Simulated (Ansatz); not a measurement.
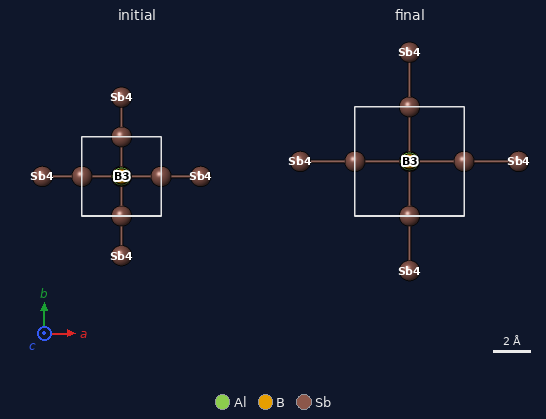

The structure of crystalline AlB$_{2}$Sb$_{3}$ (a generated structure, set up in P4/mmm) (coarse preliminary run) before (left) and after (right) a relaxation, at one scale.

The picture is a ball-and-stick view of the cell of the calculation, seen along the c axis.

Level of theory: DFT PBE, scalar-relativistic, plane waves, PAW in Ansatz 0.2.0. Set-up: plane-wave cutoff 420 eV; k-point mesh 4 × 4 × 4; occupations gaussian; smearing width 0.1 eV; no spin polarisation; cell and atoms relaxed; force threshold 0.04 eV/Å; at most 70 steps.

Q: Summarise the run.

A: The largest moves relative to the cell, 0.39 Å, are those of B atoms. Sb and Al stay in place. The volume changes by +109.1 %, with a = b 4.297 → 5.925 Å (+37.9 %), c 7.348 → 8.080 Å (+10.0 %). Among the contacts that change: Sb–Sb 2.148 → 2.962 Å, Al–B 1.440 → 1.972 Å, B–Sb 2.234 → 2.068 Å. The space group stays P4/mmm (No. 123). The energy falls by 26.638 eV per cell of the calculation in 12 accepted moves (14 points after the start). The largest force component goes from 24 to 0.0028 eV/Å. The pressure goes from 90.23 to 0.12 GPa. The SCF was repeated twice at an unchanged geometry on a basis and grid sized afresh for the cell, which shifted the energy by 0.939 eV per cell of the calculation at most. The run took 110 s on 1 thread of Arm Neoverse V2 (shared host), peak memory 0.51 GiB.
